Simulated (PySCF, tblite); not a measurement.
# C₃H₄FNO₂Si: a rotation path, then NMR shifts on frames, part 1 of 2

How do NMR shifts of C₃H₄FNO₂Si (`N#C[C@H](F)C(=O)O[SiH3]`) change as the atoms move?

Computed with tblite 0.8.0 and PySCF 2.14.0, with density-fitted response routines of our own, on a single molecule in the gas phase. Atoms are numbered from 0 throughout.

### 1 The starting structure

12 atoms, charge 0, multiplicity 1; geometry from: GFN2-xTB.

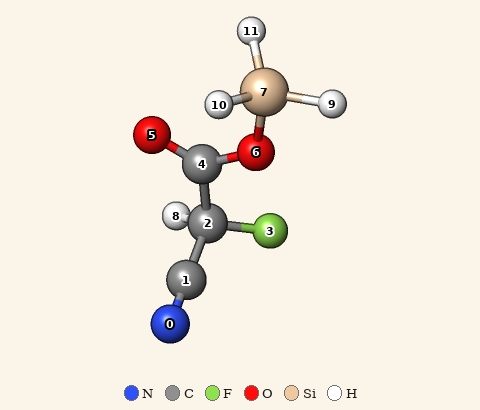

The starting geometry (nitrogen blue, carbon grey, fluorine green, oxygen red, silicon light orange, hydrogen white), atoms numbered.

### 2 A band between two rotamers with GFN2-xTB

What the job is given:

```
{"job": {"kind": "neb", "xc": "GFN2-xTB", "basis": "xTB", "atoms": [2, 4, 6, 7], "turn": 180}, "charge": 0, "multiplicity": 1}
N     -2.872739    -1.677197     0.137147
C     -2.340721    -0.670349     0.065386
C     -1.631080     0.592935    -0.032988
F     -1.632455     1.051571    -1.324400
C     -0.186378     0.343113     0.461496
O      0.096528     0.398401     1.624482
O      0.629340     0.050333    -0.506276
Si     2.256378    -0.302329    -0.277630
H     -2.116973     1.348380     0.599740
H      2.586259    -0.522494    -1.675578
H      2.333035    -1.480863     0.575461
H      2.880005     0.867812     0.327133
```

With the program's defaults for keys left out, this is: GFN2-xTB climbing-image nudged elastic band, gas phase.

On the command line:

```
> OMP_NUM_THREADS=1 python probes_run.py task.json out
```

One launch serves the whole session: the jobs run in the order shown.

Log:

```text
image   E - E0 / eV
  0       0.0000
  1       0.0215
  2       0.0698
  3       0.1293
  4       0.1579
  5       0.1274
  6       0.1112
  7       0.0991
  8       0.0512
```

Wall time 5.6 s (1 thread of Arm Neoverse V1, shared host); peak memory 0.18 GiB.

The final band, with the dihedral C2–C4–O6–Si7:

| image | dihedral (°) | energy (eV) | energy (kcal/mol) |
| --- | --- | --- | --- |
| 0 | -179 | 0.000 | 0.0 |
| 1 | -163 | 0.021 | 0.5 |
| 2 | -143 | 0.070 | 1.6 |
| 3 | -118 | 0.129 | 3.0 |
| 4 | -87 | 0.158 | 3.6 |
| 5 | -55 | 0.127 | 2.9 |
| 6 | -33 | 0.111 | 2.6 |
| 7 | -22 | 0.099 | 2.3 |
| 8 | 0 | 0.051 | 1.2 |

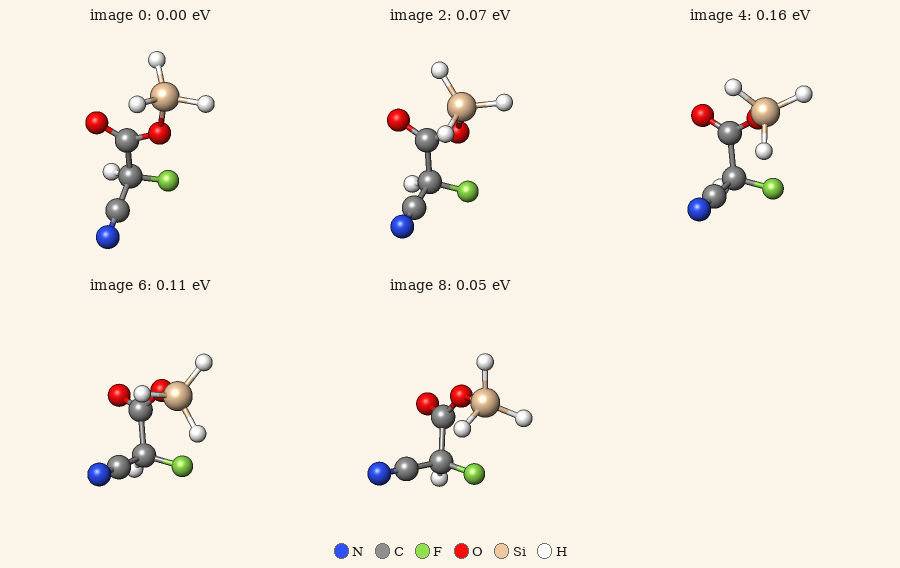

Images along the band.

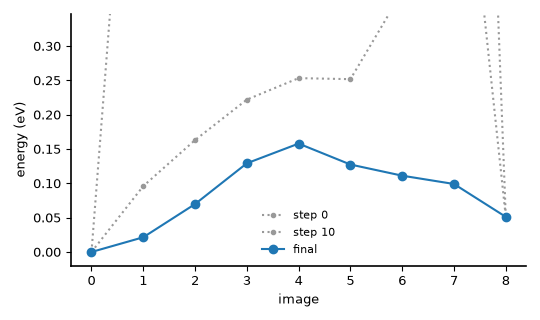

Energy along the band, early and final.

### 3 NMR shieldings: image 0, PBE0/pcSseg-1

What the job is given:

```
{"job": {"kind": "nmr", "xc": "PBE0", "basis": "pcSseg-1", "pop": false}, "charge": 0, "multiplicity": 1}
N     -2.872700    -1.677200     0.137100
C     -2.340700    -0.670300     0.065400
C     -1.631100     0.592900    -0.033000
F     -1.632500     1.051600    -1.324400
C     -0.186400     0.343100     0.461500
O      0.096500     0.398400     1.624500
O      0.629300     0.050300    -0.506300
Si     2.256400    -0.302300    -0.277600
H     -2.117000     1.348400     0.599700
H      2.586300    -0.522500    -1.675600
H      2.333000    -1.480900     0.575500
H      2.880000     0.867800     0.327100
```

With the program's defaults for keys left out, this is: GIAO PBE0/pcSseg-1 NMR shielding, non-relativistic, gas phase.

Log:

```text
coarse grid: 11688 points
cycle   1  E = -710.3278231964  dE =  1.395e+00  |g| = 1.116e+00  |ddm| = 3.270e+00
cycle   2  E = -709.6551582925  dE =  6.727e-01  |g| = 2.196e+00  |ddm| = 2.086e+00
cycle   3  E = -710.5385443966  dE = -8.834e-01  |g| = 3.323e-01  |ddm| = 1.525e+00
cycle   4  E = -710.5569702302  dE = -1.843e-02  |g| = 1.199e-01  |ddm| = 2.716e-01
cycle   5  E = -710.5596066636  dE = -2.636e-03  |g| = 2.251e-02  |ddm| = 8.223e-02
cycle   6  E = -710.5596758222  dE = -6.916e-05  |g| = 1.317e-02  |ddm| = 2.188e-02
cycle   7  E = -710.5597083783  dE = -3.256e-05  |g| = 3.028e-03  |ddm| = 8.899e-03
cycle   8  E = -710.5597101458  dE = -1.768e-06  |g| = 5.251e-04  |ddm| = 2.363e-03
final grid: 112056 points
cycle   9  E = -710.6314806770  dE = -1.410e-05  |g| = 1.095e-02  |ddm| = 2.082e-02
cycle  10  E = -710.6314446687  dE =  3.601e-05  |g| = 1.813e-02  |ddm| = 1.656e-02
cycle  11  E = -710.6315005226  dE = -5.585e-05  |g| = 2.164e-03  |ddm| = 1.052e-02
cycle  12  E = -710.6315013463  dE = -8.237e-07  |g| = 4.009e-04  |ddm| = 1.478e-03
cycle  13  E = -710.6315013725  dE = -2.624e-08  |g| = 1.439e-04  |ddm| = 3.336e-04
cycle  14  E = -710.6315013753  dE = -2.760e-09  |g| = 9.553e-05  |ddm| = 1.313e-04
cycle  15  E = -710.6315013771  dE = -1.850e-09  |g| = 1.163e-05  |ddm| = 6.402e-05
cycle  16  E = -710.6315013772  dE = -2.638e-11  |g| = 2.660e-06  |ddm| = 1.099e-05
converged SCF energy = -710.6315013772

GIAO shielding tensors (ppm)
atom      isotropic    diamagn.    paramagn.     s11        s22        s33       span
  0 N      -52.124     337.493    -389.616   -226.197   -203.495    273.321    499.519
  1 C       68.853     260.782    -191.929    -45.592    -41.027    293.178    338.769
  2 C      107.355     239.771    -132.416     79.253     94.624    148.189     68.936
  3 F      389.834     470.565     -80.731    354.220    403.456    411.827     57.606
  4 C       17.315     250.904    -233.590    -80.582     59.979     72.547    153.130
  5 O     -116.296     402.433    -518.729   -364.730   -258.577    274.420    639.149
  6 O      151.335     401.055    -249.720      1.344    197.439    255.222    253.878
  7 Si     381.040     880.267    -499.227    351.159    356.270    435.691     84.532
  8 H       26.248      25.768       0.480     23.346     25.879     29.520      6.174
  9 H       26.906      29.577      -2.671     23.228     25.911     31.579      8.351
 10 H       26.571      29.739      -3.168     23.339     25.167     31.206      7.867
 11 H       26.644      29.224      -2.581     23.383     25.088     31.461      8.078
```

Wall time 16 s (1 thread of Arm Neoverse V1, shared host); peak memory 0.73 GiB.

Shifts follow as δ = σ(reference) − σ, with reference shieldings (ppm) from runs at the same level and on the same kind of geometry: 1H TMS 31.72, 13C TMS 186.9, 29Si TMS 349.2, 19F CFCl3 170.9, 15N NH3 267.7, 17O H2O 336.1. The references are single molecules in the gas phase, so shifts against H2O, NH3, PH3, H3PO4 or CFCl3 are not on the usual liquid scales and can be off by tens of ppm. Each atom is listed at this fixed geometry, with no averaging over motion; a spectrum would average atoms that exchange fast.

| atoms | environment | σ (ppm) | δ (ppm) |
| --- | --- | --- | --- |
| C4 | carbonyl carbon | 17.3 | 169.6 |
| C1 | nitrile carbon | 68.9 | 118.1 |
| C2 | sp3 CH bonded to F, α to a carbonyl | 107.4 | 79.6 |
| H8 | hydrogen on an sp3 CH bonded to F, α to a carbonyl | 26.25 | 5.47 |
| H10 | hydrogen on a silicon bonded to O | 26.57 | 5.15 |
| H11 | hydrogen on a silicon bonded to O | 26.64 | 5.07 |
| H9 | hydrogen on a silicon bonded to O | 26.91 | 4.81 |
| N0 | nitrile nitrogen | -52.1 | 319.9 |
| F3 | fluorine on an sp3 carbon | 389.8 | -218.9 |
| O5 | carbonyl oxygen | -116.3 | 452.4 |
| O6 | oxygen bonded to C, Si | 151.3 | 184.7 |
| Si7 | silicon bonded to O, 3 H | 381.0 | -31.9 |

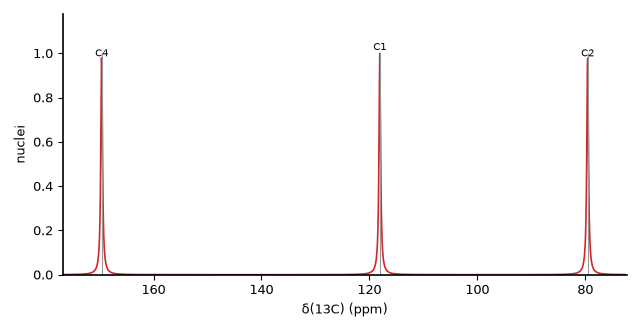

13C lines at the computed shifts, without couplings. Lines are broadened to a width of 0.36 ppm (Lorentzian).

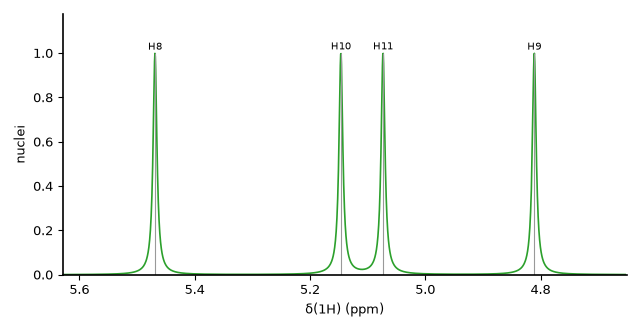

1H lines at the computed shifts, without couplings. Lines are broadened to a width of 0.01 ppm (Lorentzian).

### 4 Shielding tensors: image 2, PBE0/pcSseg-1

What the job is given:

```
{"job": {"kind": "nmr", "xc": "PBE0", "basis": "pcSseg-1", "pop": false}, "charge": 0, "multiplicity": 1}
N     -2.212800    -1.881600     0.423900
C     -2.000400    -0.782100     0.202100
C     -1.648500     0.598400    -0.080800
F     -1.716400     0.853000    -1.424900
C     -0.194000     0.733800     0.441900
O      0.040900     1.067900     1.565700
O      0.671100     0.381400    -0.463500
Si     2.121000    -0.424600    -0.290100
H     -2.322400     1.290100     0.439700
H      2.642000    -0.192200    -1.625900
H      1.709500    -1.795900    -0.002500
H      2.911400     0.151300     0.788400
```

Method: GIAO PBE0/pcSseg-1 NMR shielding, non-relativistic, gas phase.

Log:

```text
coarse grid: 11688 points
cycle   1  E = -710.3187290700  dE =  1.404e+00  |g| = 1.122e+00  |ddm| = 3.261e+00
cycle   2  E = -709.6345159084  dE =  6.842e-01  |g| = 2.216e+00  |ddm| = 2.108e+00
cycle   3  E = -710.5315114719  dE = -8.970e-01  |g| = 3.312e-01  |ddm| = 1.554e+00
cycle   4  E = -710.5496321419  dE = -1.812e-02  |g| = 1.227e-01  |ddm| = 2.683e-01
cycle   5  E = -710.5523830130  dE = -2.751e-03  |g| = 2.399e-02  |ddm| = 8.497e-02
cycle   6  E = -710.5524613875  dE = -7.837e-05  |g| = 1.398e-02  |ddm| = 2.276e-02
cycle   7  E = -710.5524985534  dE = -3.717e-05  |g| = 2.981e-03  |ddm| = 9.342e-03
cycle   8  E = -710.5525002584  dE = -1.705e-06  |g| = 5.407e-04  |ddm| = 2.365e-03
final grid: 112056 points
cycle   9  E = -710.6255380060  dE = -1.753e-05  |g| = 1.099e-02  |ddm| = 1.979e-02
cycle  10  E = -710.6255030852  dE =  3.492e-05  |g| = 1.801e-02  |ddm| = 1.662e-02
cycle  11  E = -710.6255579715  dE = -5.489e-05  |g| = 2.085e-03  |ddm| = 1.048e-02
cycle  12  E = -710.6255587267  dE = -7.552e-07  |g| = 4.270e-04  |ddm| = 1.445e-03
cycle  13  E = -710.6255587565  dE = -2.985e-08  |g| = 1.444e-04  |ddm| = 3.485e-04
cycle  14  E = -710.6255587594  dE = -2.874e-09  |g| = 9.367e-05  |ddm| = 1.313e-04
cycle  15  E = -710.6255587612  dE = -1.784e-09  |g| = 1.226e-05  |ddm| = 6.328e-05
cycle  16  E = -710.6255587612  dE = -2.910e-11  |g| = 2.875e-06  |ddm| = 1.136e-05
converged SCF energy = -710.6255587612

GIAO shielding tensors (ppm)
atom      isotropic    diamagn.    paramagn.     s11        s22        s33       span
  0 N      -51.948     338.227    -390.175   -224.508   -204.199    272.863    497.371
  1 C       67.979     262.396    -194.417    -46.028    -42.315    292.280    338.308
  2 C      106.690     241.872    -135.182     79.032     95.594    145.445     66.413
  3 F      389.805     470.850     -81.045    359.164    401.399    408.853     49.689
  4 C       19.067     249.873    -230.806    -83.266     69.865     70.602    153.868
  5 O     -126.229     402.082    -528.311   -395.406   -266.767    283.486    678.892
  6 O      166.582     403.008    -236.426     33.353    202.959    263.432    230.079
  7 Si     377.592     880.655    -503.062    341.569    354.061    437.148     95.579
  8 H       26.352      26.108       0.244     23.196     26.077     29.782      6.586
  9 H       26.744      29.593      -2.850     23.307     25.475     31.449      8.141
 10 H       26.561      30.578      -4.017     22.681     25.858     31.145      8.464
 11 H       26.246      29.444      -3.198     22.993     25.066     30.679      7.686
```

Wall time 16 s (1 thread of Arm Neoverse V1, shared host); peak memory 0.75 GiB.

In short: δ C4 167.9, C1 118.9, C2 80.2, N0 319.7, H11 5.47, H8 5.37 ppm.

(Continued in part 2 of 2.)
